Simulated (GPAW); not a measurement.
**Screening of a field by TaSi2As4 monolayer**

Wanted: the out-of-plane polarisability of TaSi2As4 monolayer.

Main program and level: GPAW 26.7.0; GPAW, PAW setups; layer in a repeated cell with vacuum, relaxation of atoms and in-plane cell, in the first sound run; inputs show where later runs differ.

### Step 1. Set-up

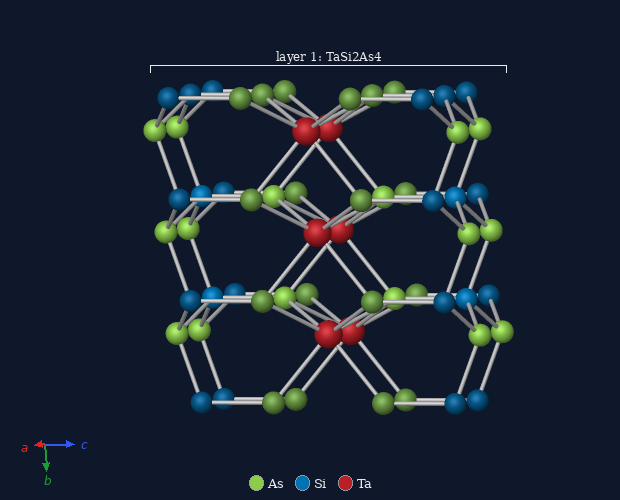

The starting structure, seen from the side, with the c axis across the page (arsenic green, silicon blue, tantalum red). 1×2×1 cells are drawn. Some periodic images of atoms are drawn too.

The cell holds 7 atoms: 4 As, 2 Si and 1 Ta. Its edges and angles: a = 3.630 Å, b = 3.630 Å, c = 23.389 Å, α = 90.0°, β = 90.0°, γ = 120.0°. Vacuum lies along c.

### Step 2. Relaxing the atoms

The atoms are relaxed first, since the surface dipole, and with it the work function, follows the positions of the outer layers.

Input file run.py:

```python
import json
import numpy as np
from ase import Atoms
from ase.filters import FrechetCellFilter
from ase.optimize import BFGS
from gpaw import GPAW, PW

slab = Atoms(
    ['As', 'Si', 'As', 'Ta', 'As', 'Si', 'As'],
    positions=[
        [0.00000, 0.00000, 7.00000],
        [-0.00000, 2.09578, 7.76197],
        [-0.00000, 2.09578, 9.99197],
        [0.00000, 0.00000, 11.69423],
        [-0.00000, 2.09578, 13.39650],
        [-0.00000, 2.09578, 15.62650],
        [0.00000, 0.00000, 16.38847]],
    cell=[[3.63, 0.0, 0.0], [-1.815, 3.14367, 0.0], [0.0, 0.0, 23.3885]],
    pbc=[True, True, True],
    magmoms=[0.0, 0.0, 0.0, 1.0, 0.0, 0.0, 0.0])

slab.calc = GPAW(mode=PW(600), xc='PBE', kpts={'size': (9, 9, 1), 'gamma': True},
                 occupations={'name': 'fermi-dirac', 'width': 0.05}, nbands='200%',
                 convergence={'density': 1e-05}, maxiter=200,
                 symmetry={'tolerance': 1e-3}, txt='slab.txt')
result = {}
# The in-plane cell is free; stress needs a cell that repeats along all three vectors
path = []
opt = BFGS(FrechetCellFilter(slab, mask=[1, 1, 0, 0, 0, 1]), maxstep=0.2)
opt.attach(lambda: path.append((slab.get_potential_energy(), slab.positions.tolist(), slab.get_forces().tolist())))
result['relaxed'] = bool(opt.run(fmax=0.02, steps=45))
result['path'] = path
result['cell'] = slab.cell.tolist()
print('in-plane lattice', slab.cell.cellpar().round(4)[[0, 1, 5]])
energy = slab.get_potential_energy()
fermi = slab.calc.get_fermi_level()
v = slab.calc.get_electrostatic_potential().mean((0, 1)) - fermi
n = slab.calc.get_pseudo_density().mean((0, 1))
L = slab.cell[2, 2]
z = np.arange(len(v)) * L / len(v)
low, high = slab.positions[:, 2].min(), slab.positions[:, 2].max()
below, above = np.interp([low - 4.8, high + 4.8], z, v)
slopes = [np.interp(x, z, np.gradient(v, z)) for x in (low - 4.8, high + 4.8)]
eps = np.array([[slab.calc.get_eigenvalues(k, s) for k in range(len(slab.calc.get_ibz_k_points()))]
                for s in range(slab.calc.get_number_of_spins())]) - fermi
top, bottom = eps[eps < 0].max(), eps[eps > 0].min()
dipole = slab.get_dipole_moment()[2]
print(f'energy {energy:.4f} eV, Fermi level {fermi:.4f} eV, dipole {dipole:.5f} e A')
print(f'potential 4.8 A off the faces, from the Fermi level: lower {below:.4f} eV, upper {above:.4f} eV')
print(f'slope of the potential there: lower {slopes[0]:.5f}, upper {slopes[1]:.5f} eV/A')
print(f'nearest levels on the mesh: {top:.4f} and {bottom:.4f} eV')
print('magnetic moment', round(slab.get_magnetic_moment(), 3))
result.update(energy=energy, fermi=fermi, dipole=dipole, below=below, above=above, slopes=slopes, edges=[top, bottom],
              z=z.tolist(), v=v.tolist(), n=n.tolist(), positions=slab.positions.tolist(),
              forces=slab.get_forces(apply_constraint=False).tolist(), moments=slab.get_magnetic_moments().tolist())
json.dump(result, open('result.json', 'w'))
```

Launch:

```sh
> OMP_NUM_THREADS=1 OPENBLAS_NUM_THREADS=1 python run.py
```

Log:

```text
Step          Energy          fmax
BFGS:    0      -38.443541        3.357424
BFGS:    1      -39.102055        2.802724
BFGS:    2      -40.145693        0.620284
BFGS:    3      -40.175165        0.280222
BFGS:    4      -40.182010        0.256269
BFGS:    5      -40.223518        0.154006
BFGS:    6      -40.225658        0.074690
BFGS:    7      -40.226074        0.068106
BFGS:    8      -40.226460        0.067026
BFGS:    9      -40.227356        0.062843
BFGS:   10      -40.228404        0.070682
BFGS:   11      -40.229113        0.045829
BFGS:   12      -40.229291        0.016983
in-plane lattice [  3.6873   3.6873 120.    ]
energy -40.2178 eV, Fermi level 1.1821 eV, dipole -0.00082 e A
potential 4.8 A off the faces, from the Fermi level: lower 4.9067 eV, upper 4.9083 eV
slope of the potential there: lower -0.00062, upper -0.00027 eV/A
nearest levels on the mesh: -0.0827 and 0.0549 eV
magnetic moment -0.0
```

Elapsed: 38 min, on 1 thread of Arm Neoverse V2, shared host; peak memory 0.88 GiB.

This step gave:

* dipole along the normal: -8.25e-4 e·Å
* levels nearest the Fermi level on the mesh: -0.08273, 0.05489 eV from the Fermi level
* sum of the site moments: 0 μB

The electrostatic potential energy of an electron (without an applied field's), less the Fermi level, planar mean oscillates, so the rows of the table below give means over windows of 1.73 Å about each position, cut where the curve ends. Its maxima inside the range that stand out by 2 % of the span (Å: eV): 7.3: -9.50, 9.0: 2.14, 10.8: -5.56, 12.6: -5.56, 14.4: 2.14, 16.1: -9.49. Its minima: 6.8: -14.1, 7.7: -11.1, 10.2: -12.3, 11.7: -16.6, 13.2: -12.3, 15.7: -11.1, 16.6: -14.1.

Electrostatic potential energy of an electron (without an applied field's), less the Fermi level, planar mean against z; means over each step:

```
z (Å)  electrostatic potential energy of an electron (without an applied field's), less the Fermi level, planar mean (eV)
 0.86                                                                                                                4.91
 2.59                                                                                                                4.91
 4.32                                                                                                                4.78
 6.05                                                                                                               -3.82
 7.78                                                                                                               -7.82
 9.51                                                                                                               -3.61
11.24                                                                                                               -10.8
12.97                                                                                                               -8.10
14.70                                                                                                               -1.73
16.43                                                                                                               -10.4
18.16                                                                                                                3.33
19.89                                                                                                                4.90
21.62                                                                                                                4.91
```

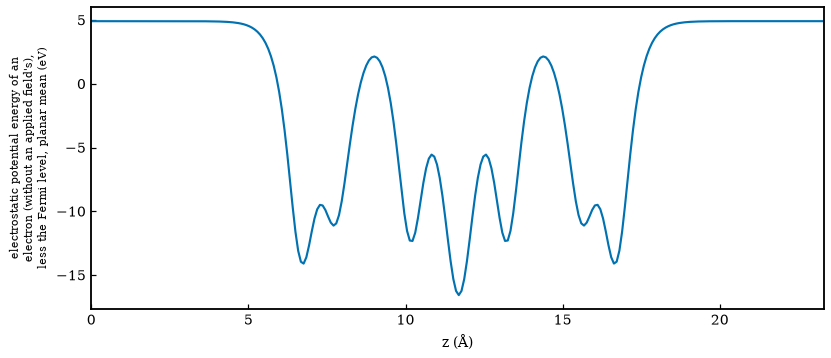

Electrostatic potential energy of an electron (without an applied field's), less the Fermi level, planar mean against z.

The pseudo valence density, planar mean oscillates, so the rows of the table below give means over windows of 2 Å about each position, cut where the curve ends. Its maxima inside the range that stand out by 2 % of the span (Å: e/Å³): 6.2: 0.254, 7.3: 0.381, 9.7: 0.245, 11.6: 0.981, 13.7: 0.245, 16.1: 0.381, 17.2: 0.254. Its minima: 6.6: 0.182, 8.8: 0.123, 10.0: 0.177, 13.3: 0.177, 14.6: 0.123, 16.8: 0.182.

Pseudo valence density, planar mean against z; means over each step:

```
z (Å)  pseudo valence density, planar mean (e/Å³)
    2                                      1.0e-5
    4                                     0.00296
    6                                       0.156
    8                                       0.223
   10                                       0.245
   12                                       0.597
   14                                       0.176
   16                                       0.253
   18                                      0.0878
   20                                      5.3e-4
   22                                      1.8e-6
```

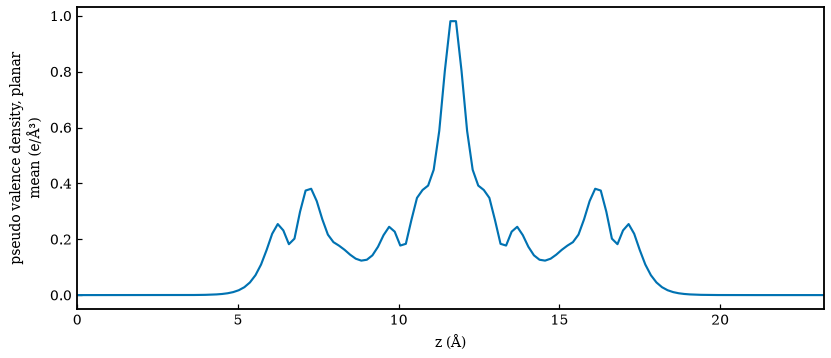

Pseudo valence density, planar mean, plotted against z.

The relaxation lowered the energy of the cell by 1.79 eV (energies extrapolated to zero smearing; the optimiser's log prints free energies). The largest force left on a free atom is 0.017 eV/Å.

### Step 3. Plane waves, PBE

The work function is the vacuum plateau of the electrostatic potential less the Fermi level; a dipole layer lets the two faces have plateaus of their own.

This step: GPAW, PAW setups; slab in vacuum (GPAW 26.7.0).

The cell differs from the one that the last finished run ended in (c 23.389 → 24.018 Å).

Input file run.py:

```python
import json
import numpy as np
from ase import Atoms
from gpaw import GPAW, PW

slab = Atoms(
    ['As', 'Si', 'As', 'Ta', 'As', 'Si', 'As'],
    positions=[
        [-0.00000, -0.00000, 7.00000],
        [-0.00000, 2.12884, 8.09811],
        [-0.00000, 2.12884, 10.48022],
        [-0.00000, 0.00000, 12.00917],
        [-0.00000, 2.12884, 13.53813],
        [-0.00000, 2.12884, 15.92024],
        [-0.00000, 0.00000, 17.01835]],
    cell=[[3.68726, 0.0, 0.0], [-1.84363, 3.19326, 0.0], [0.0, 0.0, 24.0183]],
    pbc=[True, True, False],
    magmoms=[0.0, 0.0, 0.0, 1.0, 0.0, 0.0, 0.0])

slab.calc = GPAW(mode=PW(400), xc='PBE', kpts={'size': (9, 9, 1), 'gamma': True},
                 occupations={'name': 'fermi-dirac', 'width': 0.05}, nbands='200%',
                 convergence={'density': 1e-05}, maxiter=200,
                 poissonsolver={'dipolelayer': 'xy'},
                 symmetry={'tolerance': 1e-3}, txt='slab.txt')
result = {}
energy = slab.get_potential_energy()
fermi = slab.calc.get_fermi_level()
v = slab.calc.get_electrostatic_potential().mean((0, 1)) - fermi
n = slab.calc.get_pseudo_density().mean((0, 1))
L = slab.cell[2, 2]
z = np.arange(len(v)) * L / len(v)
low, high = slab.positions[:, 2].min(), slab.positions[:, 2].max()
below, above = np.interp([low - 4.8, high + 4.8], z, v)
slopes = [np.interp(x, z, np.gradient(v, z)) for x in (low - 4.8, high + 4.8)]
eps = np.array([[slab.calc.get_eigenvalues(k, s) for k in range(len(slab.calc.get_ibz_k_points()))]
                for s in range(slab.calc.get_number_of_spins())]) - fermi
top, bottom = eps[eps < 0].max(), eps[eps > 0].min()
dipole = slab.get_dipole_moment()[2]
print(f'energy {energy:.4f} eV, Fermi level {fermi:.4f} eV, dipole {dipole:.5f} e A')
print(f'potential 4.8 A off the faces, from the Fermi level: lower {below:.4f} eV, upper {above:.4f} eV')
print(f'slope of the potential there: lower {slopes[0]:.5f}, upper {slopes[1]:.5f} eV/A')
print(f'nearest levels on the mesh: {top:.4f} and {bottom:.4f} eV')
print('magnetic moment', round(slab.get_magnetic_moment(), 3))
result.update(energy=energy, fermi=fermi, dipole=dipole, below=below, above=above, slopes=slopes, edges=[top, bottom],
              z=z.tolist(), v=v.tolist(), n=n.tolist(), positions=slab.positions.tolist(),
              forces=slab.get_forces(apply_constraint=False).tolist(), moments=slab.get_magnetic_moments().tolist())
json.dump(result, open('result.json', 'w'))
```

Log:

```text
energy -40.2047 eV, Fermi level 1.0225 eV, dipole 0.00086 e A
potential 4.8 A off the faces, from the Fermi level: lower 4.9153 eV, upper 4.8996 eV
slope of the potential there: lower -0.00017, upper 0.00017 eV/A
nearest levels on the mesh: -0.0827 and 0.0549 eV
magnetic moment 0.0
```

The job ended after 2.7 min (1 thread; peak memory 0.33 GiB).

Numbers from this step:

```
dipole along the normal                    : 8.64e-4 e·Å
levels nearest the Fermi level on the mesh : -0.08267, 0.05488 eV from the Fermi level
upper work function                        : 4.900 eV
lower work function                        : 4.915 eV
```

The electrostatic potential energy of an electron (without an applied field's), less the Fermi level, planar mean oscillates, so the rows of the table below give means over windows of 1.72 Å about each position, cut where the curve ends. Its maxima inside the range that stand out by 2 % of the span (Å: eV): 7.6: -9.47, 9.3: 2.14, 11.2: -5.55, 12.9: -5.55, 14.7: 2.13, 16.4: -9.48. Its minima: 7.1: -14.1, 8.0: -11.1, 10.5: -12.4, 12.0: -16.6, 13.5: -12.4, 16.0: -11.1, 16.9: -14.1.

Electrostatic potential energy of an electron (without an applied field's), less the Fermi level, planar mean against z; means over each step:

```
z (Å)  electrostatic potential energy of an electron (without an applied field's), less the Fermi level, planar mean (eV)
 0.86                                                                                                                4.91
 2.58                                                                                                                4.91
 4.30                                                                                                                4.87
 6.02                                                                                                              -0.127
 7.74                                                                                                               -10.4
 9.46                                                                                                               -1.34
11.18                                                                                                               -10.2
12.90                                                                                                               -10.0
14.62                                                                                                               -1.14
16.34                                                                                                               -10.7
18.06                                                                                                               0.455
19.78                                                                                                                4.86
21.50                                                                                                                4.90
23.22                                                                                                                4.90
```

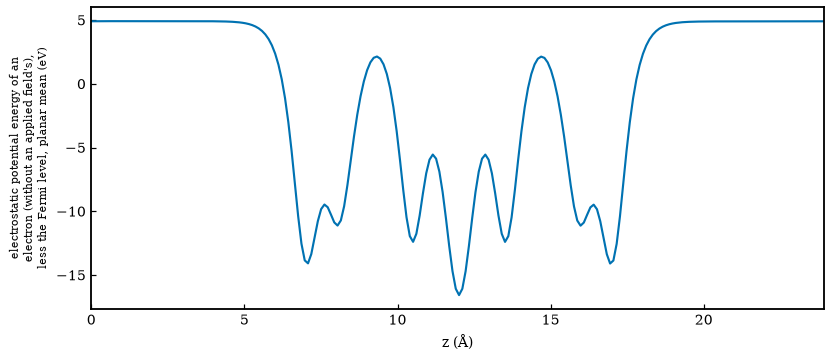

Electrostatic potential energy of an electron (without an applied field's), less the Fermi level, planar mean, plotted against z.

The pseudo valence density, planar mean oscillates, so the rows of the table below give means over windows of 2.5 Å about each position, cut where the curve ends. Its maxima inside the range that stand out by 2 % of the span (Å: e/Å³): 6.6: 0.249, 7.5: 0.386, 10.1: 0.245, 12.0: 1.01, 13.9: 0.245, 16.5: 0.386, 17.4: 0.249. Its minima: 6.9: 0.190, 9.2: 0.123, 10.5: 0.176, 13.5: 0.176, 14.8: 0.123, 17.2: 0.190.

Pseudo valence density, planar mean against z; means over each step:

```
z (Å)  pseudo valence density, planar mean (e/Å³)
  2.5                                      2.9e-5
  5.0                                      0.0299
  7.5                                       0.246
 10.0                                       0.216
 12.5                                       0.523
 15.0                                       0.187
 17.5                                       0.190
 20.0                                     0.00217
 22.5                                      1.8e-6
```

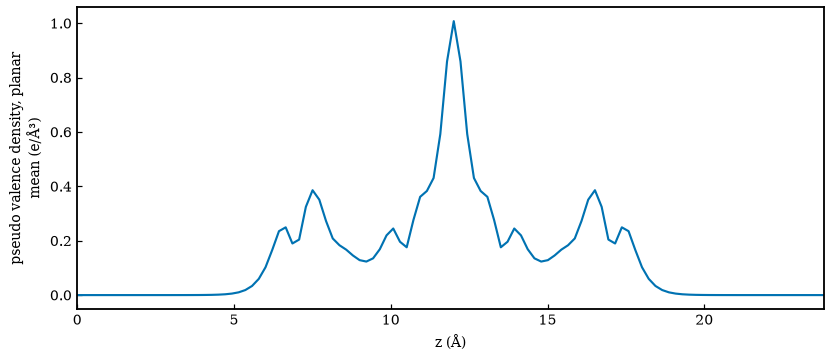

Pseudo valence density, planar mean, plotted against z.

The potential is flat to 1.7e-4 eV/Å where it is read, so the vacuum is wide enough.

### Step 4. Field on

A uniform field along the normal polarises the slab; the atoms stay fixed, so this is the electronic response alone.

Changes to run.py since step 3:

```diff
@@ -4,2 +4,3 @@
 from gpaw import GPAW, PW
+from gpaw.external import ConstantElectricField
 
@@ -23,2 +24,3 @@
                  poissonsolver={'dipolelayer': 'xy'},
+                 external=ConstantElectricField(-0.2, [0, 0, 1]),
                  symmetry={'tolerance': 1e-3}, txt='slab.txt')
```

Log:

```text
energy -40.2205 eV, Fermi level 1.0211 eV, dipole -0.15801 e A
potential 4.8 A off the faces, from the Fermi level: lower 3.6965 eV, upper 6.1248 eV
slope of the potential there: lower -0.00012, upper 0.00026 eV/A
nearest levels on the mesh: -0.0828 and 0.0550 eV
magnetic moment 0.0
```

The job ended after 10 min (1 thread; peak memory 0.61 GiB).

Numbers from this step:

```
dipole along the normal                                         : -0.1580 e·Å
levels nearest the Fermi level on the mesh                      : -0.08281, 0.05503 eV from the Fermi level
potential below the slab, the applied field's own ramp left out : 3.696 eV from the Fermi level
potential above the slab, the applied field's own ramp left out : 6.125 eV from the Fermi level
```

The electrostatic potential energy of an electron (without an applied field's), less the Fermi level, planar mean oscillates, so the rows of the table below give means over windows of 1.77 Å about each position, cut where the curve ends. Its maxima inside the range that stand out by 2 % of the span (Å: eV): 7.6: -10.3, 9.3: 1.62, 11.2: -5.72, 12.9: -5.38, 14.7: 2.66, 16.4: -8.63, 23.5: 6.12. Its minima: 7.1: -15.0, 8.0: -11.9, 10.5: -12.7, 12.0: -16.6, 13.5: -12.1, 16.0: -10.4, 16.9: -13.1.

Table of electrostatic potential energy of an electron (without an applied field's), less the Fermi level, planar mean by z; means over each step:

```
z (Å)  electrostatic potential energy of an electron (without an applied field's), less the Fermi level, planar mean (eV)
 0.89                                                                                                                3.83
 2.66                                                                                                                3.70
 4.43                                                                                                                3.63
 6.20                                                                                                               -3.15
 7.97                                                                                                               -9.60
 9.74                                                                                                               -3.49
11.51                                                                                                               -10.9
13.28                                                                                                               -7.91
15.05                                                                                                               -1.39
16.82                                                                                                               -9.03
18.59                                                                                                                4.85
20.36                                                                                                                6.11
22.13                                                                                                                6.12
23.90                                                                                                                5.99
```

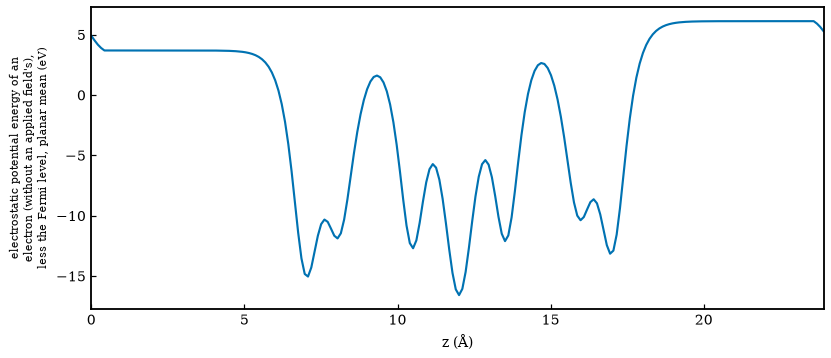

Electrostatic potential energy of an electron (without an applied field's), less the Fermi level, planar mean against z.

The dipole is now -0.158 e Å, against 8.6e-4 in the run without a field.

(Continued in part 2 of 2.)

[Logs are printed without paths, hosts, clocks, repeated set-up lines and the standing remarks that a program may print on its own settings, such as how far it seeks lower states.]

[Hosts, paths, dates, database ids (printed as entryN), source tags and the programs' standing remarks are cut or masked in the printed files.]
